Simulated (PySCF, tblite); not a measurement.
# H₁₁NOSi₄, a small molecule taken as a stand-in for a surface group (Si site with back bonds [SiH3], [SiH3], O[SiH3]): NMR shifts, core binding energies and electronic excitations

Aim: the NMR shifts, core binding energies and electronic excitations of `N[Si]([SiH3])([SiH3])O[SiH3]`.

Programs: tblite 0.8.0 and PySCF 2.14.0. All values are calculated, for the isolated system unless a continuum is named. Atoms count from 0, parts from 1.

## (1) Starting point

17 atoms, charge 0, multiplicity 1; geometry: distance geometry start.

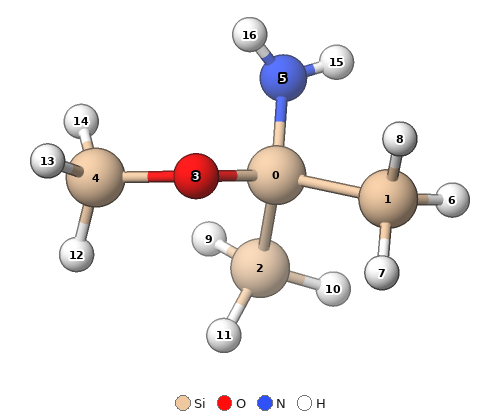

The starting geometry (silicon light orange, oxygen red, nitrogen blue, hydrogen white), atoms numbered.

## (2) Geometry optimisation with GFN2-xTB

Job settings and geometry (Å):

```
{"job": {"kind": "relax", "xc": "GFN2-xTB", "basis": "xTB"}, "charge": 0, "multiplicity": 1}
Si     0.016425     1.058763    -0.685027
Si    -1.739079     0.409459     0.552902
Si    -0.435528     0.705563    -2.827247
O      0.302833     2.790100    -0.394233
Si     1.389263     3.789563    -1.372555
N      1.484565     0.100255    -0.177379
H     -1.993253    -0.966193     0.299504
H     -2.861569     1.174184     0.185682
H     -1.443148     0.594185     1.910417
H      0.783119     0.633743    -3.539965
H     -1.158433    -0.487548    -2.981253
H     -1.189654     1.812474    -3.332355
H      0.770587     4.044390    -2.636737
H      1.598182     5.047628    -0.682500
H      2.607548     3.150075    -1.560462
H      1.327878    -0.850414     0.084478
H      2.181067     0.623007     0.373564
```

With the program's defaults for keys left out, this is: GFN2-xTB geometry optimisation, gas phase.

Run with:

```bash
OMP_NUM_THREADS=1 python cluster_run.py task.json out
```

This one command runs all jobs of the session in turn.

Log:

```text
step      E/eV     max force
  0    -532.57799    3.412
  1    -533.09724    1.889
  2    -533.34461    1.157
  3    -533.39173    0.742
  4    -533.47926    0.864
  5    -533.53145    0.744
  6    -533.59686    0.678
  7    -533.63054    0.525
  8    -533.65756    0.460
  9    -533.67617    0.352
 10    -533.69678    0.349
 11    -533.71633    0.401
 12    -533.73068    0.337
 13    -533.74128    0.244
 14    -533.74948    0.271
 15    -533.75556    0.188
 16    -533.76118    0.231
 17    -533.76635    0.206
 18    -533.77124    0.190
 19    -533.77508    0.127
 20    -533.77752    0.107
 21    -533.77953    0.115
 22    -533.78215    0.150
 23    -533.78561    0.172
 24    -533.78958    0.173
 25    -533.79400    0.220
 26    -533.79960    0.230
 27    -533.80796    0.241
 28    -533.81904    0.285
 29    -533.82709    0.217
 30    -533.83077    0.130
 31    -533.83434    0.144
 32    -533.83842    0.193
 33    -533.84279    0.172
 34    -533.84643    0.140
 35    -533.84921    0.117
 36    -533.85189    0.198
 37    -533.85550    0.244
 38    -533.85973    0.192
 39    -533.86238    0.116
 40    -533.86376    0.092
 41    -533.86501    0.126
 42    -533.86784    0.162
 43    -533.86982    0.126
 44    -533.87193    0.097
 45    -533.87324    0.087
 46    -533.87415    0.064
 47    -533.87481    0.055
 48    -533.87547    0.076
 49    -533.87625    0.101
 50    -533.87715    0.101
 51    -533.87785    0.068
 52    -533.87821    0.038
 53    -533.87841    0.044
 54    -533.87867    0.053
 55    -533.87915    0.076
 56    -533.87988    0.077
 57    -533.88061    0.056
 58    -533.88110    0.047
 59    -533.88145    0.046
 60    -533.88180    0.060
 61    -533.88224    0.053
 62    -533.88273    0.067
 63    -533.88315    0.066
 64    -533.88343    0.046
 65    -533.88366    0.036
 66    -533.88387    0.032
 67    -533.88402    0.026
 68    -533.88413    0.025
 69    -533.88422    0.022
 70    -533.88434    0.027
 71    -533.88449    0.037
 72    -533.88462    0.034
 73    -533.88469    0.019
 74    -533.88473    0.020
 75    -533.88478    0.026
 76    -533.88486    0.037
 77    -533.88496    0.036
 78    -533.88503    0.029
 79    -533.88507    0.015
 80    -533.88509    0.015
 81    -533.88513    0.022
 82    -533.88518    0.027
 83    -533.88524    0.032
 84    -533.88530    0.026
 85    -533.88535    0.027
 86    -533.88540    0.032
 87    -533.88545    0.025
 88    -533.88549    0.016
 89    -533.88551    0.011
 90    -533.88553    0.009
 91    -533.88554    0.008
```

Wall time 4.2 s (1 thread of Arm Neoverse V1, shared host).

Step by step:

| step | energy from step 0 (eV) | largest force (eV/Å) |
| --- | --- | --- |
| 0 | 0.0000 | 3.4111 |
| 3 | -0.8137 | 0.7413 |
| 6 | -1.0189 | 0.6779 |
| 9 | -1.0982 | 0.3518 |
| 12 | -1.1527 | 0.3374 |
| 15 | -1.1776 | 0.1877 |
| 18 | -1.1933 | 0.1901 |
| 21 | -1.2015 | 0.1151 |
| 24 | -1.2116 | 0.1729 |
| 27 | -1.2300 | 0.2413 |
| 30 | -1.2528 | 0.1294 |
| 33 | -1.2648 | 0.1721 |
| 36 | -1.2739 | 0.1976 |
| 39 | -1.2844 | 0.1155 |
| 42 | -1.2899 | 0.1620 |
| 45 | -1.2953 | 0.0869 |
| 48 | -1.2975 | 0.0760 |
| 51 | -1.2999 | 0.0681 |
| 54 | -1.3007 | 0.0532 |
| 57 | -1.3026 | 0.0564 |
| 60 | -1.3038 | 0.0606 |
| 63 | -1.3052 | 0.0665 |
| 66 | -1.3059 | 0.0316 |
| 69 | -1.3062 | 0.0220 |
| 72 | -1.3066 | 0.0336 |
| 75 | -1.3068 | 0.0255 |
| 78 | -1.3070 | 0.0292 |
| 81 | -1.3071 | 0.0220 |
| 84 | -1.3073 | 0.0267 |
| 87 | -1.3075 | 0.0250 |
| 90 | -1.3075 | 0.0095 |
| 91 | -1.3075 | 0.0077 |

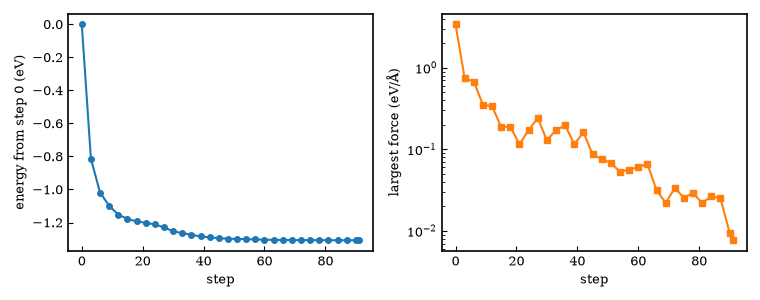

Energy and largest force along the relaxation.

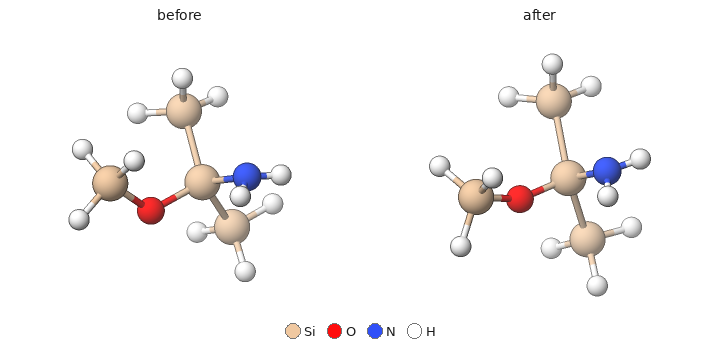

Before and after, at one scale.

Close pairs (by a distance rule), those that changed most:

| bond | before (Å) | after (Å) | change (Å) |
| --- | --- | --- | --- |
| O3–Si4 | 1.771 | 1.612 | -0.159 |
| Si0–O3 | 1.779 | 1.644 | -0.134 |
| Si0–Si2 | 2.218 | 2.316 | +0.098 |
| Si0–N5 | 1.825 | 1.739 | -0.086 |
| Si0–Si1 | 2.244 | 2.326 | +0.082 |
| Si4–H14 | 1.389 | 1.462 | +0.073 |
| Si1–H8 | 1.402 | 1.472 | +0.070 |
| Si2–H10 | 1.404 | 1.471 | +0.067 |

## (3) Relaxing the molecule at PBE0-D3(BJ)/def2-SVP

Job settings and geometry (Å):

```
{"job": {"xc": "PBE0", "basis": "def2-SVP", "d3": "d3bj", "grid": 2, "kind": "geom", "shake": 0.01}, "charge": 0, "multiplicity": 1}
Si    -0.059699    -0.481013     0.131231
Si    -1.782901    -0.645919     1.705174
Si    -0.435614    -0.956202    -2.118405
O      0.352799     1.135947     0.262078
Si     1.179315     2.437975    -0.111657
N      1.394479    -1.269844     0.533446
H     -2.255694    -2.031844     1.754765
H     -2.938178     0.194584     1.417665
H     -1.403666    -0.324261     3.115525
H      0.786049    -1.081732    -2.931376
H     -1.126237    -2.243256    -2.227849
H     -1.256754     0.033692    -2.785991
H      0.622067     2.990818    -1.363374
H      0.945478     3.341548     1.040309
H      2.586508     2.069747    -0.244197
H      1.421699    -2.266939     0.552037
H      1.960834    -0.903503     1.290708
```

Log:

```text
step   0  E = -1293.54103962  max force = 0.044253
step   1  E = -1293.55415362  max force = 0.007362
step   2  E = -1293.55485588  max force = 0.003590
step   3  E = -1293.55553604  max force = 0.003104
step   4  E = -1293.55621369  max force = 0.006946
step   5  E = -1293.55704238  max force = 0.009128
step   6  E = -1293.55764123  max force = 0.006114
step   7  E = -1293.55816904  max force = 0.002567
step   8  E = -1293.55856406  max force = 0.003864
step   9  E = -1293.55902654  max force = 0.006296
step  10  E = -1293.55941504  max force = 0.005650
step  11  E = -1293.55969228  max force = 0.002863
step  12  E = -1293.55992927  max force = 0.001493
step  13  E = -1293.56014911  max force = 0.002631
step  14  E = -1293.56030354  max force = 0.002599
step  15  E = -1293.56036026  max force = 0.001293
step  16  E = -1293.56037664  max force = 0.000660
step  17  E = -1293.56039403  max force = 0.000293
step  18  E = -1293.56040310  max force = 0.000319
optimisation converged
```

Run time: 6.2 min. Hardware: 1 thread of Arm Neoverse V1, shared host; peak memory 0.79 GiB.

Step by step:

```csv
step,energy from step 0 (eV),largest force component (eV/Å)
0,0.0000,2.2756
1,-0.3569,0.3786
2,-0.3760,0.1846
3,-0.3945,0.1596
4,-0.4129,0.3572
5,-0.4355,0.4694
6,-0.4518,0.3144
7,-0.4661,0.1320
8,-0.4769,0.1987
9,-0.4894,0.3238
10,-0.5000,0.2905
11,-0.5076,0.1472
12,-0.5140,0.0768
13,-0.5200,0.1353
14,-0.5242,0.1336
15,-0.5257,0.0665
16,-0.5262,0.0339
17,-0.5267,0.0151
18,-0.5269,0.0164
```

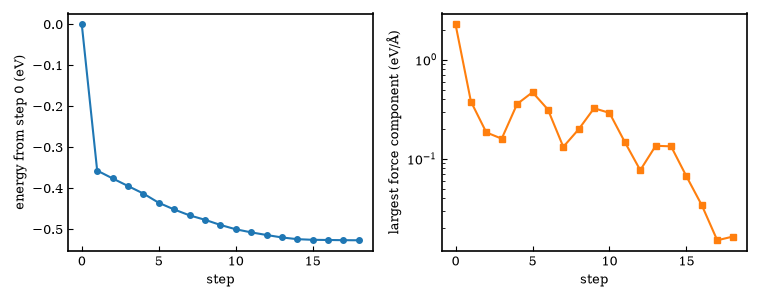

Energy and force, step by step.

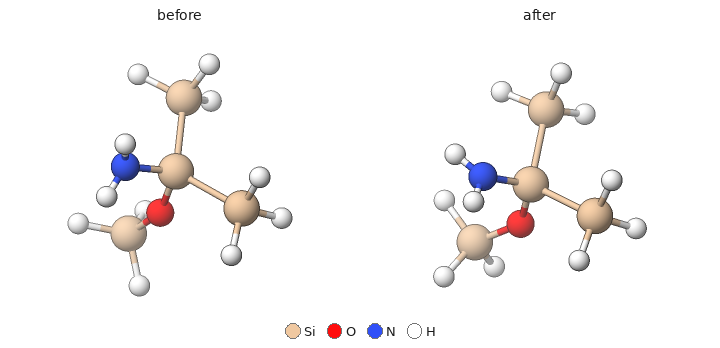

The geometry before (left) and after (right).

Distances of close pairs at the start and the end, largest changes first:

| bond | before (Å) | after (Å) | change (Å) |
| --- | --- | --- | --- |
| O3–Si4 | 1.587 | 1.658 | +0.071 |
| Si2–H11 | 1.449 | 1.495 | +0.046 |
| Si1–H7 | 1.457 | 1.495 | +0.038 |
| Si4–H14 | 1.461 | 1.495 | +0.034 |
| Si2–H10 | 1.465 | 1.496 | +0.031 |
| Si1–H6 | 1.465 | 1.496 | +0.031 |
| Si2–H9 | 1.473 | 1.499 | +0.026 |
| Si0–N5 | 1.703 | 1.725 | +0.022 |

The final coordinates are the input of the step that follows.

```
                         at the end point                value
  point group (found at 0.08 Å tolerance)                   C1
rotational constants (GHz, main isotopes)  1.461, 1.006, 0.766
                        dipole moment (D)                 1.97
```

## (4) NMR shieldings: PBE0/pcSseg-1

Job settings and geometry (Å):

```
{"job": {"kind": "nmr", "xc": "PBE0", "basis": "pcSseg-1"}, "charge": 0, "multiplicity": 1}
Si    -0.125766    -0.345396     0.152928
Si    -1.796883    -0.763863     1.737712
Si    -0.697186    -0.915943    -2.049524
O      0.127597     1.315850     0.188618
Si     1.362713     2.383218    -0.102411
N      1.259390    -1.282612     0.575494
H     -2.245313    -2.189360     1.659957
H     -2.979461     0.123256     1.516004
H     -1.262502    -0.512356     3.114953
H      0.477704    -0.690696    -2.953075
H     -1.097443    -2.354268    -2.147907
H     -1.830324    -0.067988    -2.532270
H      2.132722     1.983710    -1.322676
H      0.778017     3.737176    -0.313399
H      2.305783     2.432407     1.056237
H      1.991795    -1.496519    -0.091655
H      1.589749    -1.356990     1.531042
```

With the program's defaults for keys left out, this is: GIAO PBE0/pcSseg-1 NMR shielding, non-relativistic, gas phase.

Log:

```text
coarse grid: 15464 points
cycle   1  E = -1293.7980048851  dE =  7.113e-02  |g| = 8.185e-01  |ddm| = 3.648e+00
cycle   2  E = -1293.5428523059  dE =  2.552e-01  |g| = 1.396e+00  |ddm| = 1.897e+00
cycle   3  E = -1293.9166594450  dE = -3.738e-01  |g| = 1.407e-01  |ddm| = 1.476e+00
cycle   4  E = -1293.9197692098  dE = -3.110e-03  |g| = 7.193e-02  |ddm| = 1.666e-01
cycle   5  E = -1293.9208234394  dE = -1.054e-03  |g| = 1.008e-02  |ddm| = 5.787e-02
cycle   6  E = -1293.9208475992  dE = -2.416e-05  |g| = 1.979e-03  |ddm| = 1.644e-02
cycle   7  E = -1293.9208485850  dE = -9.859e-07  |g| = 4.571e-04  |ddm| = 3.258e-03
final grid: 129000 points
cycle   8  E = -1293.9597985350  dE = -8.800e-06  |g| = 8.705e-03  |ddm| = 1.432e-02
cycle   9  E = -1293.9597727661  dE =  2.577e-05  |g| = 1.446e-02  |ddm| = 1.587e-02
cycle  10  E = -1293.9598120058  dE = -3.924e-05  |g| = 8.168e-04  |ddm| = 1.080e-02
cycle  11  E = -1293.9598121149  dE = -1.091e-07  |g| = 3.025e-04  |ddm| = 9.628e-04
cycle  12  E = -1293.9598121328  dE = -1.792e-08  |g| = 4.817e-05  |ddm| = 2.670e-04
cycle  13  E = -1293.9598121333  dE = -5.155e-10  |g| = 1.005e-05  |ddm| = 6.517e-05
converged SCF energy = -1293.9598121333

GIAO shielding tensors (ppm)
atom      isotropic    diamagn.    paramagn.     s11        s22        s33       span
  0 Si     357.696     880.493    -522.797    337.304    346.750    389.033     51.729
  1 Si     459.177     880.613    -421.436    447.100    461.357    469.076     21.976
  2 Si     463.305     881.359    -418.054    447.959    468.251    473.705     25.746
  3 O      267.524     402.544    -135.020    198.244    250.172    354.157    155.913
  4 Si     394.137     878.955    -484.818    352.641    361.022    468.747    116.106
  5 N      218.448     321.220    -102.772    188.390    220.457    246.495     58.105
  6 H       27.950      28.963      -1.013     24.825     25.971     33.053      8.227
  7 H       27.761      29.209      -1.448     24.575     25.883     32.825      8.250
  8 H       27.797      29.315      -1.518     24.647     25.940     32.803      8.156
  9 H       27.717      30.106      -2.389     24.538     26.111     32.502      7.964
 10 H       27.949      29.348      -1.399     24.813     25.876     33.158      8.345
 11 H       27.815      29.679      -1.864     24.773     25.816     32.857      8.084
 12 H       26.270      29.573      -3.303     22.767     25.267     30.778      8.012
 13 H       26.421      28.353      -1.932     23.129     24.433     31.701      8.571
 14 H       26.280      28.833      -2.553     22.811     24.701     31.329      8.518
 15 H       29.643      32.596      -2.953     23.350     26.008     39.571     16.221
 16 H       29.675      32.101      -2.426     23.391     25.611     40.022     16.631
```

It took 47 s on 1 thread of Arm Neoverse V1, shared host; peak memory 0.9 GiB.

Shifts follow as δ = σ(reference) − σ, with reference shieldings (ppm) from runs at the same level and on the same kind of geometry: 1H TMS 31.27, 29Si TMS 352.0, 15N NH3 265.7, 17O H2O 334.6. The references are single molecules in the gas phase, so shifts against H2O, NH3, PH3, H3PO4 or CFCl3 are not on the usual liquid scales and can be off by tens of ppm.

```
atoms                          environment  σ (ppm)  δ (ppm)
  H12    hydrogen on a silicon bonded to O    26.27     5.00
  H14    hydrogen on a silicon bonded to O    26.28     4.99
  H13    hydrogen on a silicon bonded to O    26.42     4.85
   H9   hydrogen on a silicon bonded to Si    27.72     3.55
   H7   hydrogen on a silicon bonded to Si    27.76     3.51
   H8   hydrogen on a silicon bonded to Si    27.80     3.47
  H11   hydrogen on a silicon bonded to Si    27.82     3.45
  H10   hydrogen on a silicon bonded to Si    27.95     3.32
   H6   hydrogen on a silicon bonded to Si    27.95     3.32
  H15  hydrogen on a nitrogen bonded to Si    29.64     1.62
  H16  hydrogen on a nitrogen bonded to Si    29.67     1.59
  Si0         silicon bonded to N, O, 2 Si    357.7     -5.7
  Si4             silicon bonded to O, 3 H    394.1    -42.1
  Si1            silicon bonded to Si, 3 H    459.2   -107.2
  Si2            silicon bonded to Si, 3 H    463.3   -111.3
   O3                oxygen bonded to 2 Si    267.5     67.0
   N5           nitrogen bonded to Si, 2 H    218.4     47.2
```

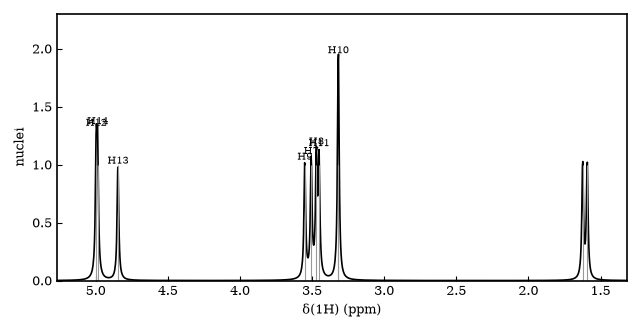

1H lines at the computed shifts, without couplings. Lines are broadened to a width of 0.01 ppm (Lorentzian).

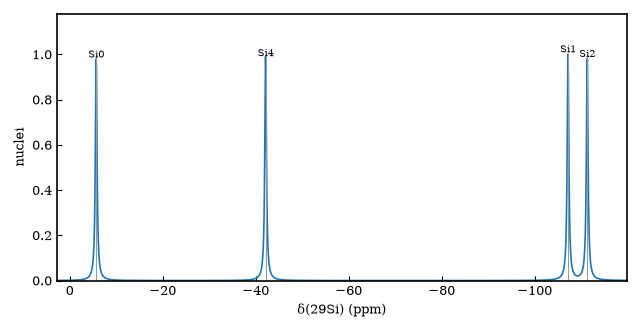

29Si lines at the computed shifts, without couplings. Lines are broadened to a width of 0.42 ppm (Lorentzian).

The run also stored atomic charges by several schemes (e):

| atoms | Mulliken | IAO | Hirshfeld | ESP fit |
| --- | --- | --- | --- | --- |
| Si0 | 0.68 | 0.84 | 0.30 | 0.66 |
| Si1 | 0.18 | 0.25 | 0.20 | 0.13 |
| Si2 | 0.16 | 0.23 | 0.20 | 0.11 |
| O3 | -0.77 | -0.88 | -0.32 | -0.51 |
| Si4 | 0.71 | 0.84 | 0.37 | 0.59 |
| N5 | -0.65 | -0.83 | -0.31 | -1.11 |

IAO charges:

Si0 0.84; Si1 0.25; Si2 0.23; O3 -0.88; Si4 0.84; N5 -0.83; H6 -0.10; H7 -0.09; H8 -0.09; H9 -0.09; H10 -0.09; H11 -0.09; H12 -0.15; H13 -0.13; H14 -0.15; H15 0.27; H16 0.27

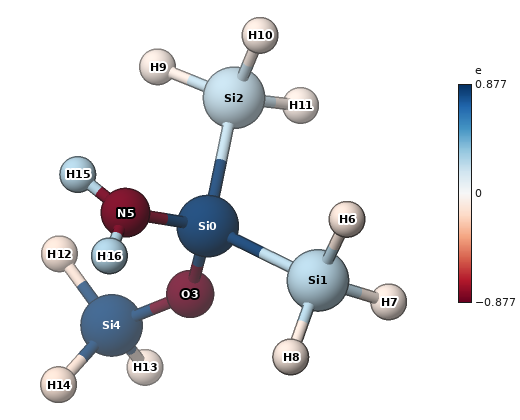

IAO charges, as colours on the atoms.

Mayer bond orders: Si0–Si1 0.90, Si0–Si2 0.91, Si0–O3 0.85, O3–Si4 0.92, Si0–N5 1.02.

Orbitals, density, ELF and potential are computed afterwards from the orbital file.

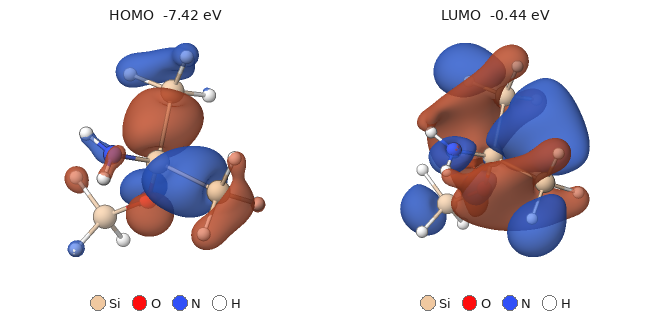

PBE0/pcSseg-1 orbitals near the gap, drawn at the value that encloses 70 % of each; the two colours are the two signs.

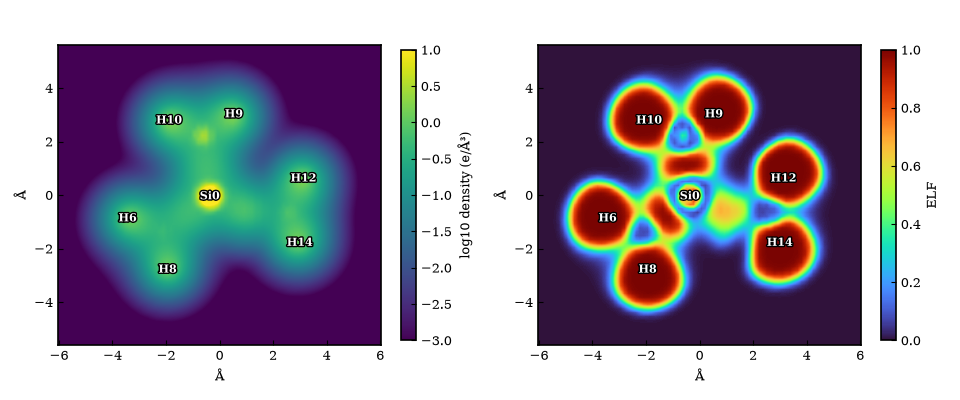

Density (left) and ELF (right) in a plane through or near 7 of the atoms.

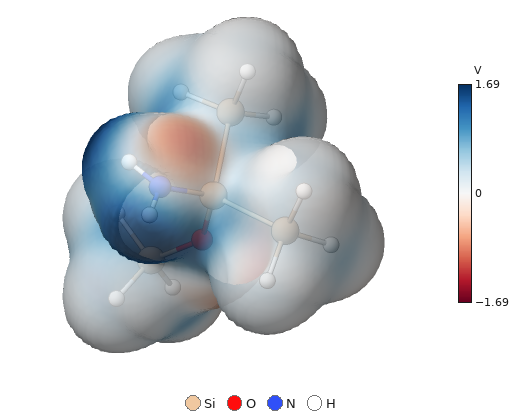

The potential that a unit positive charge feels on the 0.002 e/bohr³ surface, from -0.83 V near O3 to 1.69 V near H16.

(Part 1 of 2 ends here.)
